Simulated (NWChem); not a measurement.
# C2H6GaN (SMILES CC#[N+][GaH3-]) at 4 levels

Wanted: a comparison of 4 runs (HF/STO-3G, HF/3-21G, B3LYP/6-31G*) of C2H6GaN. 

The results are computed with NWChem 7.3.0.

**1. The system as given**

C2H6GaN: 10 atoms, total charge 0, spin state singlet. As SMILES, `CC#[N+][GaH3-]`. Geometry: relaxed at PBE0-D4/def2-TZVP.

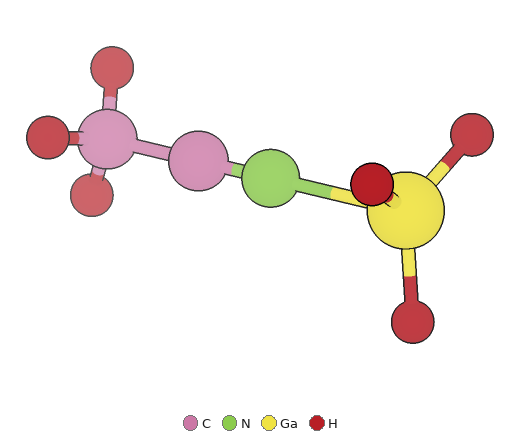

The structure, seen from a chosen angle (carbon pink, nitrogen green, gallium yellow, hydrogen red).

**2. Energy and gradient at HF/STO-3G (run 1)**

Input file c2h6gan.nw:

```
start c2h6gan
memory total 2200 mb
charge 0

geometry units angstroms noautosym nocenter noautoz
   C     -1.048900     1.001500    -1.707200
   C     -0.371200     0.353900    -0.609500
   N      0.166100    -0.159000     0.260100
   Ga     1.176400    -1.116800     1.886200
   H     -2.001700     1.407400    -1.364000
   H     -0.431100     1.813400    -2.093800
   H     -1.232500     0.279400    -2.504200
   H      0.829300    -2.606700     1.500600
   H      0.369300    -0.441600     3.061600
   H      2.627600    -0.582700     1.573000
end

basis spherical bse
   * library STO-3G
end

scf
   nopen 0
   rhf
   thresh 1e-08
   maxiter 80
end

task scf gradient
```

The run is started by

```
$ nwchem c2h6gan.nw > c2h6gan.out
```

The log of the run:

```text
[...]
  functions       =    39
[...]
  wavefunction    = RHF
[...]
         Total SCF energy =  -2032.889109726221
      One-electron energy =  -3273.955502984931
      Two-electron energy =   1027.304410434647
 Nuclear repulsion energy =    213.761982824064
        Time for solution =      3.5s
[...]
                         RHF ENERGY GRADIENTS
    atom               coordinates                        gradient
                 x          y          z           x          y          z
   1 C      -1.982134   1.892561  -3.226140    0.018037  -0.017194   0.029187
   2 C      -0.701466   0.668774  -1.151788   -0.007576   0.007236  -0.012277
   3 N       0.313883  -0.300466   0.491518   -0.023843   0.022659  -0.038447
   4 Ga      2.223074  -2.110446   3.564401   -0.002687   0.002503  -0.004259
   5 H      -3.782665   2.659600  -2.577586   -0.001237   0.000378   0.000974
   6 H      -0.814661   3.426829  -3.956708    0.001238   0.000996  -0.000168
   7 H      -2.329087   0.527989  -4.732252   -0.000010  -0.001385  -0.000815
   8 H       1.567150  -4.925949   2.835723   -0.011774  -0.058706  -0.012306
   9 H       0.697876  -0.834503   5.785585   -0.029442   0.024462   0.047654
  10 H       4.965444  -1.101143   2.972539    0.057295   0.019050  -0.009543
[...]
```

Run time: 5.1 s. Hardware: 1 thread of Intel Xeon Platinum 8488C (Sapphire Rapids), shared host; peak memory 0.1 GiB.

**3. Energy and forces at HF/3-21G (run 2)**

Input file run.xyz:

```xyz
10
C2H6GaN hf
C     -1.048900     1.001500    -1.707200
C     -0.371200     0.353900    -0.609500
N      0.166100    -0.159000     0.260100
Ga     1.176400    -1.116800     1.886200
H     -2.001700     1.407400    -1.364000
H     -0.431100     1.813400    -2.093800
H     -1.232500     0.279400    -2.504200
H      0.829300    -2.606700     1.500600
H      0.369300    -0.441600     3.061600
H      2.627600    -0.582700     1.573000
```

Input file run.py:

```python
from ase.io import read
from ase.calculators.nwchem import NWChem

atoms = read('run.xyz')

calc = NWChem(
    label='run',
    theory='scf',
    memory='2200 mb',
    basis='3-21G',
    basispar='spherical bse',
    scf={'nopen': '0', 'rhf': None, 'thresh': '1e-08', 'maxiter': '80'},
)
atoms.calc = calc

forces = atoms.get_forces()
print(f"energy = {atoms.get_potential_energy():.6f} eV")
print("forces (eV/A):")
for s, f in zip(atoms.symbols, forces):
    print(f"{s:2s} {f[0]:10.5f} {f[1]:10.5f} {f[2]:10.5f}")
print("dipole (e A):", atoms.get_dipole_moment().round(4))
```

The run is started by

```
$ export ASE_NWCHEM_COMMAND="nwchem PREFIX.nwi > PREFIX.nwo"
$ python run.py
```

The log of the run:

```text
energy = -55695.140282 eV
forces (eV/A):
C    -0.30447    0.28925   -0.49206
C     0.86209   -0.82306    1.39595
N    -0.35260    0.33990   -0.57536
Ga   -0.45982    0.43642   -0.74145
H     0.25624   -0.09806   -0.13231
H    -0.19931   -0.21494    0.07878
H     0.03240    0.22837    0.19797
H    -0.01049   -0.25845    0.00879
H    -0.07862    0.06088    0.23937
H     0.25454    0.03970    0.02021
dipole (e A): [-0.792   0.7537 -1.2786]
```

The calculator wrote run.nwi:

```
title "run"

permanent_dir run

scratch_dir run

start run

geometry units angstrom nocenter noautosym noautoz
  C  -1.0488999999999999e+00 1.0015000000000001e+00 -1.7072000000000001e+00
  C  -3.7119999999999997e-01 3.5389999999999999e-01 -6.0950000000000004e-01
  N  1.6610000000000000e-01 -1.5900000000000000e-01 2.6010000000000000e-01
  Ga 1.1763999999999999e+00 -1.1168000000000000e+00 1.8862000000000001e+00
  H  -2.0017000000000000e+00 1.4074000000000000e+00 -1.3640000000000001e+00
  H  -4.3109999999999998e-01 1.8133999999999999e+00 -2.0937999999999999e+00
  H  -1.2324999999999999e+00 2.7939999999999998e-01 -2.5042000000000000e+00
  H  8.2930000000000004e-01 -2.6067000000000000e+00 1.5005999999999999e+00
  H  3.6930000000000002e-01 -4.4159999999999999e-01 3.0615999999999999e+00
  H  2.6276000000000002e+00 -5.8270000000000000e-01 1.5730000000000000e+00
end

memory 2200 mb

basis spherical bse noprint
   * library 3-21G
end

scf
  nopen 0
  rhf
  thresh 1e-08
  maxiter 80
end

task scf gradient
```

run.nwo:

```text
Northwest Computational Chemistry Package (NWChem) 7.3.0
             --------------------------------------------------------

           Job information
           ---------------

    nwchem branch   = 7.3.0
    use scalapack   = T
    input           = run.nwi
    prefix          = run.
    data base       = run/run.db
    status          = startup
    nproc           =        1

           Memory information
           ------------------

    heap     =     72089598 doubles =      550.0 Mbytes
    stack    =     72089595 doubles =      550.0 Mbytes
    global   =    144179200 doubles =     1100.0 Mbytes (distinct from heap & stack)
    total    =    288358393 doubles =     2200.0 Mbytes
    verify   = yes
    hardfail = no

[... 134 lines left out ...]
 Convergence threshold     :          1.000E-08
[... 13 lines left out ...]
       Final RHF  results
[... 3 lines left out ...]
      One-electron energy =  -3279.021835300419
[... 1 line left out ...]
 Nuclear repulsion energy =    213.761982824064
[... 46 lines left out ...]
                       ROHF Final Molecular Orbital Analysis
[... 283 lines left out ...]
                         RHF ENERGY GRADIENTS

    atom               coordinates                        gradient
                 x          y          z           x          y          z
   1 C      -1.982134   1.892561  -3.226140    0.005921  -0.005625   0.009569
   2 C      -0.701466   0.668774  -1.151788   -0.016765   0.016006  -0.027147
   3 N       0.313883  -0.300466   0.491518    0.006857  -0.006610   0.011189
[... 6 lines of this table left out ...]
  10 H       4.965444  -1.101143   2.972539   -0.004950  -0.000772  -0.000393

                 ----------------------------------------
                 |  Time  |  1-e(secs)   |  2-e(secs)   |
                 ----------------------------------------
                 |  CPU   |       0.00   |       0.92   |
                 ----------------------------------------
                 |  WALL  |       0.00   |       0.92   |
                 ----------------------------------------

 Task  times  cpu:        4.4s     wall:        4.4s
 Total times  cpu:        4.5s     wall:        4.5s
```

Wall time 5.7 s (1 thread of Intel Xeon Platinum 8488C (Sapphire Rapids), shared host); peak memory 0.098 GiB.

Run 3 isn't shown in full; the table further down has it.

**4. Energy and gradient at B3LYP/6-31G(d) (Cartesian functions) (run 4)**

Input file job.nw:

```
start job
title "C2H6GaN"
memory 2200 mb
geometry noautosym nocenter noautoz
 C     -1.048900     1.001500    -1.707200
 C     -0.371200     0.353900    -0.609500
 N      0.166100    -0.159000     0.260100
 Ga     1.176400    -1.116800     1.886200
 H     -2.001700     1.407400    -1.364000
 H     -0.431100     1.813400    -2.093800
 H     -1.232500     0.279400    -2.504200
 H      0.829300    -2.606700     1.500600
 H      0.369300    -0.441600     3.061600
 H      2.627600    -0.582700     1.573000
end
basis cartesian
 * library 6-31G*
end
dft
 xc b3lyp
 grid fine
 convergence energy 1e-08
 maxiter 100
 mulliken
 print medium
end
task dft gradient
```

The run is started by

```
$ nwchem job.nw > job.out
```

The log of the run:

```text
[...]
          Wavefunction type:  closed shell.
          No. of atoms     :    10
          No. of electrons :    56
[...]
          Charge           :     0
          Spin multiplicity:     1
[...]
          AO basis - number of functions:    92
[...]
              XC Information
              --------------
                         B3LYP Method XC Potential
                     Hartree-Fock (Exact) Exchange  0.200
                        Slater Exchange Functional  0.800 local
                    Becke 1988 Exchange Functional  0.720 non-local
              Lee-Yang-Parr Correlation Functional  0.810
                  VWN I RPA Correlation Functional  0.190 local
[...]
 d= 0,ls=0.0,diis     1  -2059.0790663431 -2.27D+03  1.41D-02  1.24D+00     2.9
[...]
 d= 0,ls=0.0,diis    11  -2059.1748167883 -7.13D-10  8.70D-08  1.16D-10    23.4
         Total DFT energy =    -2059.174816788283
      One electron energy =    -3288.860598934953
           Coulomb energy =     1110.885425212080
    Exchange-Corr. energy =      -94.961625889474
 Nuclear repulsion energy =      213.761982824064
[...]
  wavefunction    = closed shell
                         DFT ENERGY GRADIENTS
    atom               coordinates                        gradient
                 x          y          z           x          y          z
   1 C      -1.982134   1.892561  -3.226140    0.002305  -0.002175   0.003712
   2 C      -0.701466   0.668774  -1.151788    0.008307  -0.007937   0.013448
   3 N       0.313883  -0.300466   0.491518   -0.010483   0.010022  -0.016985
   4 Ga      2.223074  -2.110446   3.564401   -0.001946   0.001817  -0.003080
   5 H      -3.782665   2.659600  -2.577586    0.002140  -0.001149   0.000090
   6 H      -0.814661   3.426829  -3.956708   -0.000676  -0.001891   0.001406
   7 H      -2.329087   0.527989  -4.732252    0.000774   0.000886   0.002139
   8 H       1.567150  -4.925949   2.835723    0.000210   0.001252   0.000198
   9 H       0.697876  -0.834503   5.785585    0.000582  -0.000474  -0.001052
  10 H       4.965444  -1.101143   2.972539   -0.001214  -0.000350   0.000124
[...]
```

Run time: 31 s. Hardware: 1 thread of Intel Xeon Platinum 8488C (Sapphire Rapids), shared host; peak memory 0.12 GiB.

**5. All runs side by side**

```csv
run,level,iteration cap,module,energy (Eh),dipole moment (D),HOMO energy (eV),LUMO energy (eV),wall time
1,HF/STO-3G,80,scf,-2032.889110,7.47,-5.42,7.44,5.1 s
2,HF/3-21G,80,scf,-2046.758671,8.08,-10.09,3.76,5.7 s
3,B3LYP/6-31G* (spherical functions),100,dft,-2059.167092,7.50,-7.06,-0.40,52 s
4,B3LYP/6-31G* (Cartesian functions),100,dft,-2059.174817,7.50,-7.06,-0.41,31 s
```

**6. Results**

| quantity | value |
| --- | --- |
| run 4: total energy | -2059.17482 Eh |
| run 4: dipole moment | 7.50 D |
| run 4: HOMO energy | -7.06 eV |
| run 4: LUMO energy | -0.41 eV |
| run 4: HOMO–LUMO gap | 6.65 eV |
| run 4: largest force on an atom | 1.148 eV/Å |

In words: The dipole moment (its size) runs from 7.47 D (HF/STO-3G) to 8.08 D (HF/3-21G). The HOMO–LUMO gap runs from 6.65 eV (B3LYP/6-31G*) to 13.85 eV (HF/3-21G). The two ends differ in method and basis. In run 1 the basis is minimal, so the values are rough. All runs together took 94 s, the longest 52 s.
